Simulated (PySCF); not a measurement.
## Electronic structure of C3H11NSi2 (SMILES C=CCN([SiH3])[SiH3]) in real space

Input file:

```
{"job": {"kind": "nmr", "xc": "PBE0", "basis": "pcSseg-1"}, "charge": 0, "multiplicity": 1}
C      2.419398    -0.954440    -0.223645
C      1.600461     0.076341    -0.137149
C      0.371458     0.255016    -0.971752
N     -0.835079     0.247754    -0.158638
Si    -1.392061    -1.319491     0.343296
Si    -1.295992     1.742991     0.591865
H      3.282572    -1.056648     0.412542
H      2.263393    -1.739571    -0.945764
H      1.761404     0.853141     0.599106
H      0.433308     1.211160    -1.503099
H      0.309495    -0.546251    -1.713878
H     -2.721199    -1.121964     0.908697
H     -0.500190    -1.938751     1.331686
H     -1.424632    -2.149744    -0.864111
H     -1.067258     2.786559    -0.411790
H     -0.506332     2.053233     1.792941
H     -2.705745     1.612697     0.939784
```

Launched as:

```sh
OMP_NUM_THREADS=1 python probes_run.py task.json out
```

Geometry: GFN2-xTB.

These are results of PBE0/pcSseg-1, SCF density, gas phase, non-relativistic in PySCF, not measurements.

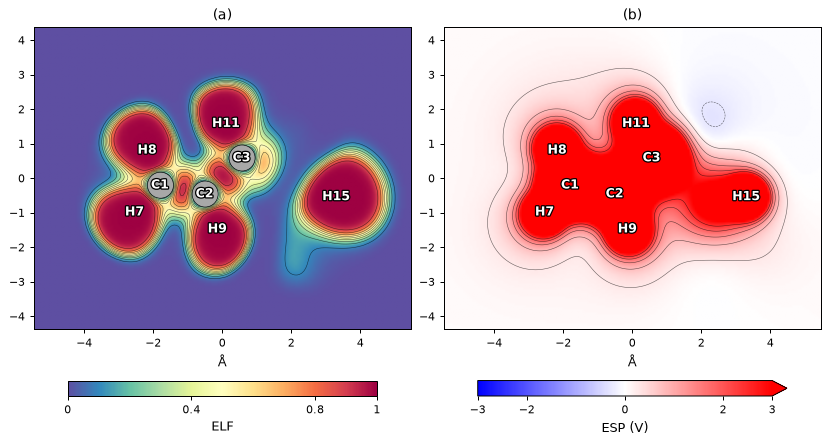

Figure 1. (a) ELF; (b) electrostatic potential on the plane of atoms C1, C2 and H9. Grey discs cover the atomic cores in the ELF map.

**What do the fields say about this system?**

Atoms in the plane: C and H. C–C (1.32 Å): the ELF peaks at about 0.90 between the atoms; a short, multiple covalent bond. C–H (1.08 Å): the ELF climbs to about 1 towards the hydrogen, as it does in any bond to H: a covalent bond by its length. C–C (1.50 Å): the ELF peaks at about 0.95 between the atoms; localised, covalent bonding. Outside the dense part of the molecule the potential is most negative (−0.3 V) near C3.

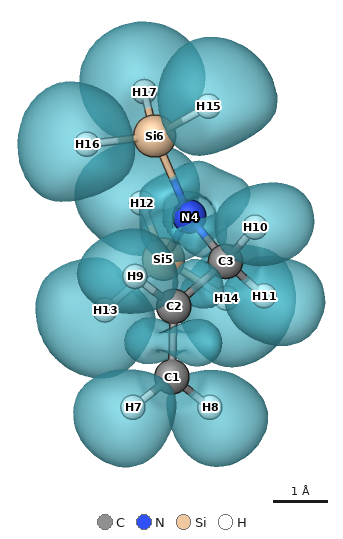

Figure 2. Isosurface of the ELF at 0.75 (cyan), seen at an oblique angle. Core shells and regions of very low density are left out.

**Describe the localisation domains.**

At this value the surface marks out two regions between bonded C–C atoms (shared pairs), eleven regions around hydrogen nuclei and one region on N in which the atom's valence shell and bonds are merged.


 C–N (1.45 Å): the ELF peaks at about 0.90 between the atoms: a covalent bond.

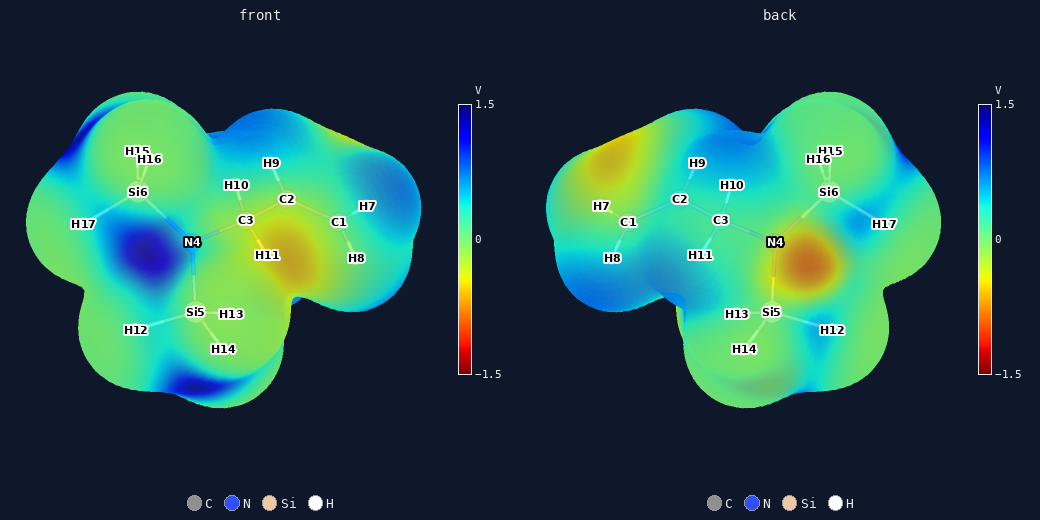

Figure 3. The electrostatic potential painted on the density surface at 0.002 e/bohr³, seen from the front and from behind; red is negative and blue positive.

**Where is the surface potential most negative and most positive?**

The most negative region (about −0.7 V) lies over N4, the most positive (about +1.3 V) over Si5 and Si6.

**What dipole moment does the calculation give?**

Its dipole moment is 0.52 D.
